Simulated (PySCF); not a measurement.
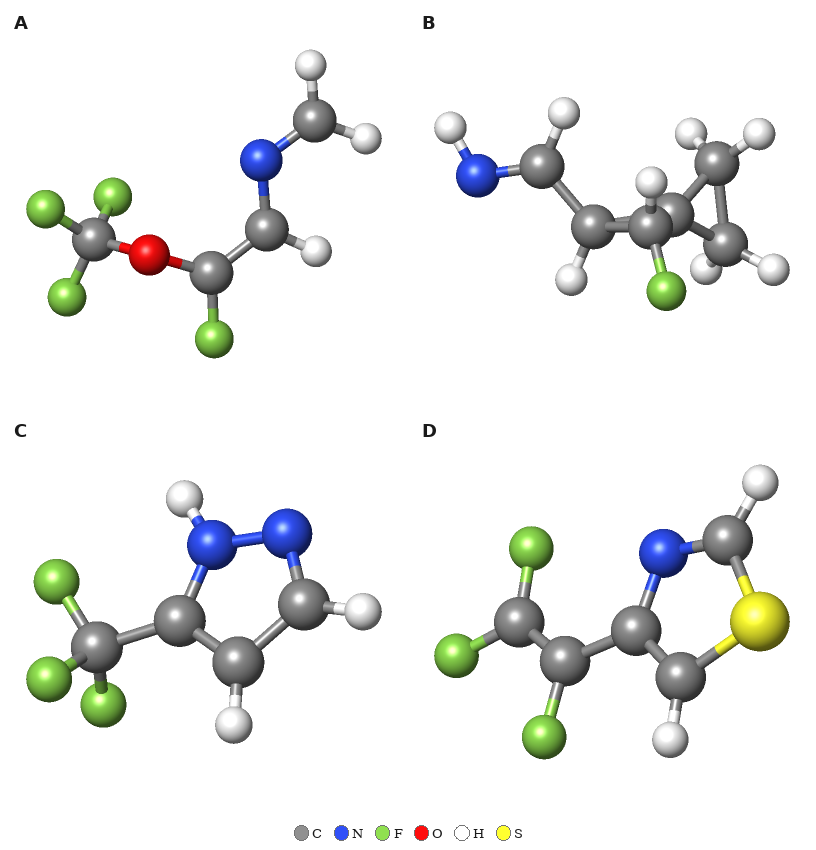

Simulated data, not a measurement (program: PySCF).

> Match each picture to its SMILES.
(1) C=N/C=C(/F)OC(F)(F)F
(2) FC(F)=C(F)c1cscn1
(3) [H]/N=C/[C@@H]1[C@@H](F)C12CC2
(4) FC(F)(F)c1ccn[nH]1

A is (1), B is (3), C is (4), D is (2).
